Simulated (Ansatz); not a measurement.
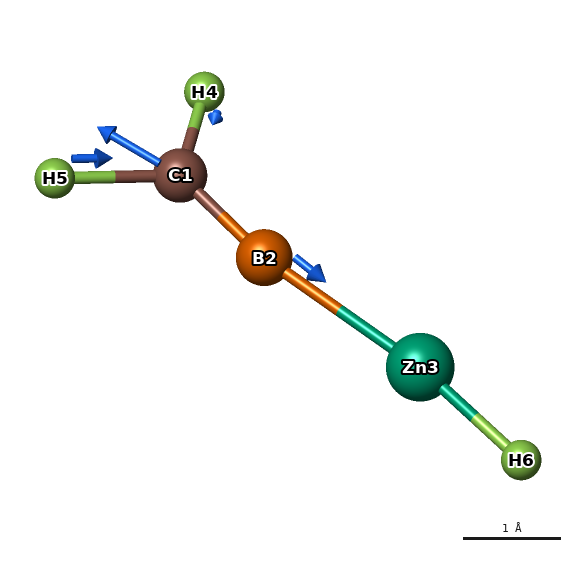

Arrows show the forces on the atoms, 0.1 Å of arrow for 1 eV/Å; forces under a tenth of the largest aren't drawn. Level of theory: PBE0-D4/def2-TZVPP (Ansatz 0.2.0).

On which atom is the force largest, and how large is it?

On C1: 7.68 eV/Å.

Which bond do the forces act along most?

C1–B2, now 1.315 Å: the forces push its atoms apart, so a first step downhill lengthens it.

List the force components in the frame of the picture (x right, y up, z towards the viewer), in eV/Å.

```csv
atom,Fx,Fy,Fz
C1,−6.50,3.83,−1.42
B2,3.24,−2.58,1.39
Zn3,−0.64,−0.05,0.15
H4,−0.51,−1.35,1.09
H5,4.27,0.07,−1.11
H6,0.15,0.09,−0.10
```
